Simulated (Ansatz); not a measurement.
Method: PBE (plane waves to 420 eV, PAW; Ansatz, a program for electronic structure).

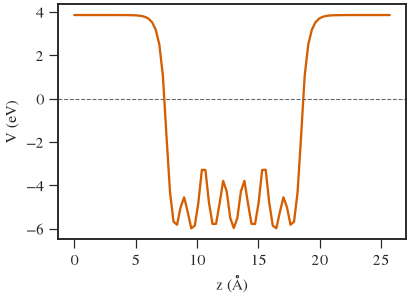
Figure. Electrostatic potential energy of an electron, averaged over planes parallel to the surface, in eV from the Fermi level, for the (100) surface of tetragonal indium in its 1x1 cell, outermost plane spacing 1.66 Å in the ideal cut

Model: 7-atom slab, 10.0 Å thick at the start (thin: gaps and levels are the slab's own), 11x8x1 mesh, Fermi-Dirac 0.1 eV, dipole correction, all atoms relaxed; start symmetry kept, larger cells not searched; no spin, no spin-orbit, no U.

The vacuum level lies 3.85 eV above the Fermi level over the top face and 3.85 eV above it under the bottom face.
